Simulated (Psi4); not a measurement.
**InH3 (SMILES [InH3]) at HSE06/def2-TZVP (core potential)**

What is the vertical ionisation energy of InH3 at HSE06/def2-TZVP (core potential)? 

The results are computed with Psi4 1.11.

2 further runs of the same task are left out: 2 set aside as unsound or not needed.

## (1) The structure to begin with

InH3: 4 atoms, total charge 0, spin state singlet. SMILES: `[InH3]`. The coordinates come from a PBE0-D4/def2-TZVP relaxation.

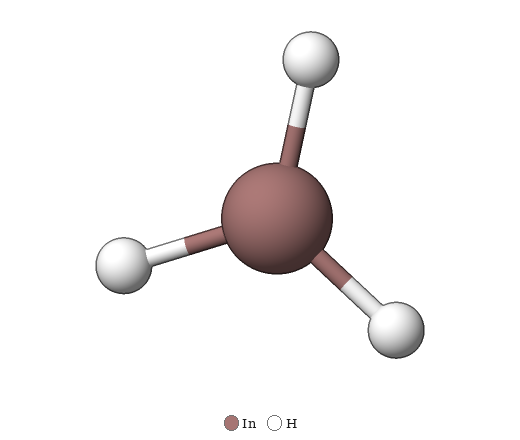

Viewed from a chosen angle; indium brown, hydrogen white.

## (2) Energy and forces at HSE06/def2-TZVP (core potential)

h3in.dat reads:

```
memory 1600 mb

molecule system {
  0 1
  In
  H 1 1.724079
  H 1 1.723989 2 120.00054
  H 1 1.724057 3 119.99935 2 179.99752
  symmetry c1
  no_reorient
  no_com
}

set {
  puream true
  e_convergence 1e-09
  d_convergence 1e-08
  scf_type pk
  dft_radial_points 99
  dft_spherical_points 590
}

e, wfn = gradient("hse06/def2-TZVP", return_wfn=True)
oeprop(wfn, "LOWDIN_CHARGES", "QUADRUPOLE", "WIBERG_LOWDIN_INDICES")
```

The run is started by

```bash
psi4 -i h3in.dat -o h3in.out -n 1
```

h3in.out:

```text
[...]
    !!!  WARNING: ECP capability is in beta. Please check occupations closely.  !!!
[...]
  Running in c1 symmetry.
[...]
  Nuclear repulsion =   19.868850484420168
[...]
  Multiplicity = 1
[...]
  Nalpha       = 12
  Nbeta        = 12
[...]
    Number of basis functions: 68
[...]
   @RKS iter   1:  -191.76887184572203   -8.01746e-01   7.31630e-03 ADIIS/DIIS
[...]
   @RKS iter   9:  -191.88402075791808    1.09424e-11   3.37627e-09 DIIS
[...]
    Orbital Energies [Eh]
    ---------------------
    Doubly Occupied:
       1A     -4.699989     2A     -3.102006     3A     -3.088566
       4A     -3.088566     5A     -0.772587     6A     -0.764421
       7A     -0.764420     8A     -0.760398     9A     -0.760397
      10A     -0.426946    11A     -0.286062    12A     -0.286058
[...]
  @RKS Final Energy:  -191.88402075791808
   => Energetics <=
    Nuclear Repulsion Energy =             19.8688504844201681
    One-Electron Energy =                -376.0396069745739283
    Two-Electron Energy =                 178.2268825201470861
    DFT Exchange-Correlation Energy =     -13.9401467879114200
    Empirical Dispersion Energy =           0.0000000000000000
    VV10 Nonlocal Energy =                  0.0000000000000000
    Total Energy =                       -191.8840207579180799
[...]
  -Total Gradient:
     Atom            X                  Y                   Z
    ------   -----------------  -----------------  -----------------
       1        0.000001754585     0.000012928077    -0.000012149062
       2       -0.000000590949     0.000000586169    -0.000421226465
       3       -0.000000590657    -0.000383439017     0.000220726846
       4       -0.000000574419     0.000369672000     0.000213182366
[...]
 Multipole Moments:
 ------------------------------------------------------------------------------------
     Multipole            Electronic (a.u.)      Nuclear  (a.u.)        Total (a.u.)
 ------------------------------------------------------------------------------------
 L = 1.  Multiply by 2.5417464519 to convert [e a0] to [Debye]
 Dipole X            :          0.0001272           -0.0000971            0.0000301
 Dipole Y            :          0.0001541           -0.0000982            0.0000559
 Dipole Z            :         -0.0000990            0.0000587           -0.0000403
 Magnitude           :                                                    0.0000752
 L = 2.  Multiply by 1.3450342976 to convert [e a0^2] to [Debye ang]
 Quadrupole XX       :        -16.6195047            0.0000000          -16.6195047
 Quadrupole XY       :         -0.0004567            0.0003446           -0.0001121
[...]
```

Run time: 27 s. Hardware: 1 thread of AMD EPYC 7R43 (Zen 3), shared host; peak memory 0.66 GiB.

## (3) The doublet cation at the same level

calc.inp reads:

```
memory 1600 MB

molecule {
  1 2
  In     0.02626719    -0.02853486    -0.00963760
  H      0.78518120     2.86482480     1.28161226
  H     -2.07038394    -0.20276761    -2.49708410
  H      1.36400432    -2.74766179     1.18674801
  units au
  symmetry c1
  no_reorient
  no_com
}

set globals {
  reference uks
  puream true
  e_convergence 1e-09
  d_convergence 1e-08
  scf_type pk
  dft_radial_points 99
  dft_spherical_points 590
  maxiter 200
}

E, wfn = gradient("hse06/def2-TZVP", return_wfn=True)
oeprop(wfn, "DIPOLE", "WIBERG_LOWDIN_INDICES", "MAYER_INDICES", title="HSE06")
```

The run is started by

```bash
psi4 -i calc.inp -o calc.out -n 1
```

calc.out (excerpt; [...] marks lines left out):

```text
[...]
    !!!  WARNING: ECP capability is in beta. Please check occupations closely.  !!!
[...]
  Running in c1 symmetry.
[...]
  Nuclear repulsion =   19.868853100375375
[...]
  Multiplicity = 2
[...]
  Nalpha       = 12
  Nbeta        = 11
[...]
    Number of basis functions: 68
[...]
   @UKS iter   1:  -191.42335477259343   -4.51978e-01   6.31527e-03 ADIIS/DIIS
[...]
   @UKS iter  19:  -191.49730507241600    5.97510e-10   4.77762e-09 DIIS
[...]
   @S^2 Observed:                7.615771335E-01
[...]
  @UKS Final Energy:  -191.49730507241600
   => Energetics <=
    Nuclear Repulsion Energy =             19.8688531003753752
    One-Electron Energy =                -369.3770497049084156
    Two-Electron Energy =                 171.7274713144715008
    DFT Exchange-Correlation Energy =     -13.7165797823544509
    Empirical Dispersion Energy =           0.0000000000000000
    VV10 Nonlocal Energy =                  0.0000000000000000
    Total Energy =                       -191.4973050724159975
[...]
  -Total Gradient:
     Atom            X                  Y                   Z
    ------   -----------------  -----------------  -----------------
       1       -0.033748944102    -0.002807339468    -0.040041824682
       2        0.009092043534    -0.009577785421     0.009360872300
       3        0.017688110930     0.001469172956     0.020985095210
       4        0.006977023017     0.010916993313     0.009705675901
[...]
 Multipole Moments:
 ------------------------------------------------------------------------------------
     Multipole            Electronic (a.u.)      Nuclear  (a.u.)        Total (a.u.)
 ------------------------------------------------------------------------------------
 L = 1.  Multiply by 2.5417464519 to convert [e a0] to [Debye]
 Dipole X            :         -0.9808658            0.6304126           -0.3504532
 Dipole Y            :          0.6250126           -0.6848367           -0.0598240
 Dipole Z            :         -0.2254822           -0.2311134           -0.4565956
 Magnitude           :                                                    0.5786847
[...]
```

Wall time 50 s (1 thread of AMD EPYC 7R43 (Zen 3), shared host); peak memory 0.67 GiB.

## (4) What came out

Level: HSE06/def2-TZVP (core potential).

| quantity | value |
| --- | --- |
| singlet InH3: total energy | -191.88402 Eh |
| singlet InH3: dipole moment | 0.00 D |
| singlet InH3: HOMO energy | -7.78 eV |
| singlet InH3: LUMO energy | -2.29 eV |
| singlet InH3: HOMO–LUMO gap | 5.49 eV |
| singlet InH3: largest force on an atom | 0.023 eV/Å |
| doublet cation: total energy | -191.49731 Eh |
| doublet cation: HOMO energy (highest over α and β) | -14.01 eV |
| doublet cation: LUMO energy (lowest over α and β) | -13.16 eV |
| doublet cation: ⟨S²⟩ | 0.762 |
| doublet cation: largest force on an atom | 2.697 eV/Å |
| vertical ionisation energy (to the doublet cation) | 10.523 eV |

Removing an electron at fixed nuclei costs 10.52 eV (1015 kJ/mol). The negative HOMO energy of the first species, 7.78 eV, lies 2.74 eV below that difference.
